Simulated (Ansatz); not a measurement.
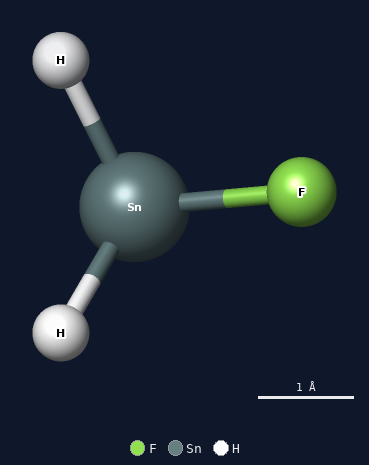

*The structure as given in the input (ball-and-stick view, seen at a tilt). Sticks mark near contacts.*

Bond lengths as drawn: F–Sn 1.97 Å and H–Sn 1.76 Å.

# Frequency calculation of SnH₂F

The run: frequency calculation of SnH₂F, multiplicity 2. Method and program: PBE/def2-SVP, UKS, core potentials def2-SVP (Ansatz 0.2.0).

The geometry was optimised with PBE/def2-SVP. Figures and captions count atoms from 1; the log counts them from 0 in places.

**What the program printed**
```
Functional definition: PBE
  name "PBE"
  parameter kappa = 0.804
  parameter beta = 0.06672455060314922
  exchange = pbe_x(kappa = kappa, mu = beta*pi^2/3)
  correlation = pbe_c(beta = beta)
555 factors; their error is unknown
mean field evaluation 1: about -8572.2991 eV, gradient 2.7e1 eV
mean field evaluation 2: about -8514.7297 eV, gradient 1.2e2 eV
mean field evaluation 4: about -8574.9309 eV, gradient 5.3e0 eV
mean field evaluation 8: about -8575.0818 eV, gradient 5.2e-2 eV
mean field evaluation 16: about -8575.0818 eV, gradient 1.2e-5 eV
mean field -8575.08184243 eV, -315.1284453100 hartree, gradient 1.2e-5 eV, S^2 0.751266; 0 other end points of the search recorded, 0 dependent functions left out
the calculation of the forces begins
reference -8575.08187663 eV, -315.1284465670 hartree; 17, 16 occupied and 33, 34 virtual orbitals, 555 factors
these checks for a lower state are left out or cut short: stability, starts, cluster_reference, orbital_swaps, neighbouring_geometries, increment
555 factors; their error is unknown
mean field -8575.08182332 eV, -315.1284446078 hartree, gradient 1.4e-6 eV, S^2 0.751268; 0 other end points of the search recorded, 0 dependent functions left out
the calculation of the forces begins
reference -8575.08185752 eV, -315.1284458647 hartree; 17, 16 occupied and 33, 34 virtual orbitals, 555 factors
these checks for a lower state are left out or cut short: stability, starts, cluster_reference, orbital_swaps, neighbouring_geometries, increment
555 factors; their error is unknown
mean field -8575.08182344 eV, -315.1284446122 hartree, gradient 1.6e-6 eV, S^2 0.751264; 0 other end points of the search recorded, 0 dependent functions left out
the calculation of the forces begins
reference -8575.08185764 eV, -315.1284458692 hartree; 17, 16 occupied and 33, 34 virtual orbitals, 555 factors
these checks for a lower state are left out or cut short: stability, starts, cluster_reference, orbital_swaps, neighbouring_geometries, increment
555 factors; their error is unknown
mean field evaluation 32: about -8575.0818 eV, gradient 7.1e-2 eV
mean field -8575.08181724 eV, -315.1284443844 hartree, gradient 1.3e-6 eV, S^2 0.751265; 0 other end points of the search recorded, 0 dependent functions left out
the calculation of the forces begins
reference -8575.08185145 eV, -315.1284456414 hartree; 17, 16 occupied and 33, 34 virtual orbitals, 555 factors
these checks for a lower state are left out or cut short: stability, starts, cluster_reference, orbital_swaps, neighbouring_geometries, increment
555 factors; their error is unknown
mean field -8575.08181709 eV, -315.1284443787 hartree, gradient 1.1e-6 eV, S^2 0.751267; 0 other end points of the search recorded, 0 dependent functions left out
the calculation of the forces begins
reference -8575.08185129 eV, -315.1284456356 hartree; 17, 16 occupied and 33, 34 virtual orbitals, 555 factors
these checks for a lower state are left out or cut short: stability, starts, cluster_reference, orbital_swaps, neighbouring_geometries, increment
555 factors; their error is unknown
mean field -8575.08180682 eV, -315.1284440013 hartree, gradient 2.4e-6 eV, S^2 0.751260; 0 other end points of the search recorded, 0 dependent functions left out
the calculation of the forces begins
reference -8575.08184103 eV, -315.1284452584 hartree; 17, 16 occupied and 33, 34 virtual orbitals, 555 factors
these checks for a lower state are left out or cut short: stability, starts, cluster_reference, orbital_swaps, neighbouring_geometries, increment
555 factors; their error is unknown
mean field -8575.08180652 eV, -315.1284439905 hartree, gradient 2.6e-6 eV, S^2 0.751272; 0 other end points of the search recorded, 0 dependent functions left out
the calculation of the forces begins
reference -8575.08184072 eV, -315.1284452473 hartree; 17, 16 occupied and 33, 34 virtual orbitals, 555 factors
these checks for a lower state are left out or cut short: stability, starts, cluster_reference, orbital_swaps, neighbouring_geometries, increment
555 factors; their error is unknown
mean field -8575.08178350 eV, -315.1284431445 hartree, gradient 1.6e-6 eV, S^2 0.751264; 0 other end points of the search recorded, 0 dependent functions left out
the calculation of the forces begins
reference -8575.08181771 eV, -315.1284444015 hartree; 17, 16 occupied and 33, 34 virtual orbitals, 555 factors
these checks for a lower state are left out or cut short: stability, starts, cluster_reference, orbital_swaps, neighbouring_geometries, increment
555 factors; their error is unknown
mean field evaluation 64: about -8575.0818 eV, gradient 1.3e-1 eV
mean field -8575.08178352 eV, -315.1284431452 hartree, gradient 1.6e-6 eV, S^2 0.751268; 0 other end points of the search recorded, 0 dependent functions left out
the calculation of the forces begins
reference -8575.08181772 eV, -315.1284444021 hartree; 17, 16 occupied and 33, 34 virtual orbitals, 555 factors
these checks for a lower state are left out or cut short: stability, starts, cluster_reference, orbital_swaps, neighbouring_geometries, increment
555 factors; their error is unknown
mean field -8575.08182568 eV, -315.1284446947 hartree, gradient 2.5e-6 eV, S^2 0.751269; 0 other end points of the search recorded, 0 dependent functions left out
the calculation of the forces begins
reference -8575.08185989 eV, -315.1284459516 hartree; 17, 16 occupied and 33, 34 virtual orbitals, 555 factors
these checks for a lower state are left out or cut short: stability, starts, cluster_reference, orbital_swaps, neighbouring_geometries, increment
555 factors; their error is unknown
mean field -8575.08182576 eV, -315.1284446975 hartree, gradient 2.5e-6 eV, S^2 0.751263; 0 other end points of the search recorded, 0 dependent functions left out
the calculation of the forces begins
reference -8575.08185996 eV, -315.1284459545 hartree; 17, 16 occupied and 33, 34 virtual orbitals, 555 factors
these checks for a lower state are left out or cut short: stability, starts, cluster_reference, orbital_swaps, neighbouring_geometries, increment
555 factors; their error is unknown
mean field -8575.08183284 eV, -315.1284449575 hartree, gradient 1.9e-6 eV, S^2 0.751264; 0 other end points of the search recorded, 0 dependent functions left out
the calculation of the forces begins
reference -8575.08186704 eV, -315.1284462144 hartree; 17, 16 occupied and 33, 34 virtual orbitals, 555 factors
these checks for a lower state are left out or cut short: stability, starts, cluster_reference, orbital_swaps, neighbouring_geometries, increment
555 factors; their error is unknown
mean field -8575.08183322 eV, -315.1284449715 hartree, gradient 2.2e-6 eV, S^2 0.751268; 0 other end points of the search recorded, 0 dependent functions left out
the calculation of the forces begins
reference -8575.08186742 eV, -315.1284462286 hartree; 17, 16 occupied and 33, 34 virtual orbitals, 555 factors
these checks for a lower state are left out or cut short: stability, starts, cluster_reference, orbital_swaps, neighbouring_geometries, increment
555 factors; their error is unknown
mean field evaluation 96: about -8575.0818 eV, gradient 2.8e-5 eV
mean field -8575.08182961 eV, -315.1284448388 hartree, gradient 2.2e-6 eV, S^2 0.751270; 0 other end points of the search recorded, 0 dependent functions left out
the calculation of the forces begins
reference -8575.08186381 eV, -315.1284460957 hartree; 17, 16 occupied and 33, 34 virtual orbitals, 555 factors
these checks for a lower state are left out or cut short: stability, starts, cluster_reference, orbital_swaps, neighbouring_geometries, increment
555 factors; their error is unknown
mean field -8575.08182950 eV, -315.1284448350 hartree, gradient 2.4e-6 eV, S^2 0.751262; 0 other end points of the search recorded, 0 dependent functions left out
the calculation of the forces begins
reference -8575.08186371 eV, -315.1284460919 hartree; 17, 16 occupied and 33, 34 virtual orbitals, 555 factors
Total energy: -8575.08187663 eV, -315.1284465670 hartree
Atom 0 at    -1.591422    -0.194665     0.655997 Å, force     0.000060     0.000003    -0.000032 eV/Å
Atom 1 at     0.019592    -0.251976    -0.482252 Å, force     0.000023     0.000033     0.000052 eV/Å
Atom 2 at     1.212169    -1.060695     0.530178 Å, force    -0.000022    -0.000079     0.000021 eV/Å
Atom 3 at     0.415161     1.446936    -0.724123 Å, force    -0.000061     0.000043    -0.000040 eV/Å
Dipole moment:     0.385105    -0.043471    -0.331611 e Å
Vibrations: 484.13 551.77 586.92 651.95 1672.88 1747.88 cm⁻¹, zero-point energy 0.353078 eV
```

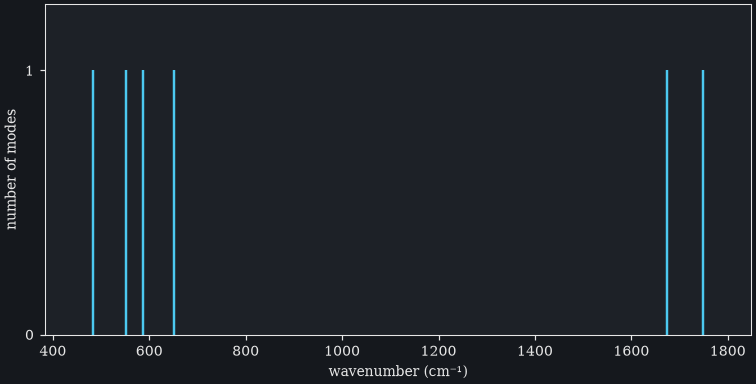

*Harmonic vibrational wavenumbers from the force constants; neighbouring modes closer than 6 cm⁻¹ are counted in one stick.*

6 modes from 484 to 1748 cm⁻¹, none imaginary.

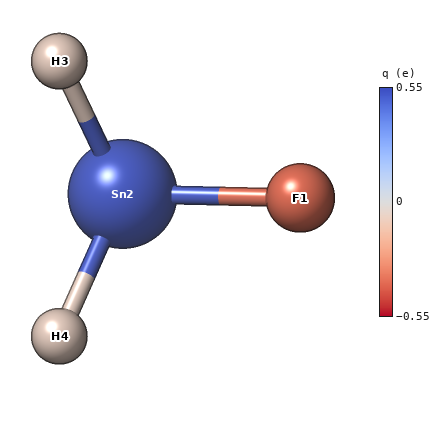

*Mulliken charges, as the colour of each atom (ball-and-stick view, seen on its broad side; atoms are numbered from 1 in the order of the input; Mulliken charges depend strongly on the basis).*

By element: F −0.38, Sn +0.52 and H −0.07 e.

The run was set up as follows.

**Input file**
```yaml
crystal:
  periodic: [false, false, false]
  atoms:
    - {symbol: F, position_ang: [-1.591422, -0.194665, 0.655997]}
    - {symbol: Sn, position_ang: [0.019592, -0.251976, -0.482252]}
    - {symbol: H, position_ang: [1.212169, -1.060695, 0.530178]}
    - {symbol: H, position_ang: [0.415161, 1.446936, -0.724123]}
basis:
  gaussian: {orbitals: def2-SVP}
magnetization: {spin_polarized: true, initial_magnetization: 1}
hamiltonian: {xc: {name: PBE}}
phonons: {temperatures: {t_min: 298.15, t_max: 298.15, t_step: 1}}
```

Command:
```bash
ansatz run job.yaml --threads 1 --pin off --max-ram 3480MiB --events-out events.jsonl --progress --plain --runs-dir runs
```

**Results in brief**

```tsv
quantity	value
outcome	converged
total energy	−315.128447 hartree
basis functions	50
largest force	0.000 eV/Å
⟨S²⟩	0.751
zero-point energy	0.012975 hartree
dipole moment	2.45 D
wavenumbers, lowest and highest	484 and 1748 cm⁻¹
hardware	1 thread of Arm Neoverse V2, 24 GiB of memory available, shared host
wall time	12 s
peak memory	0.11 GiB
```
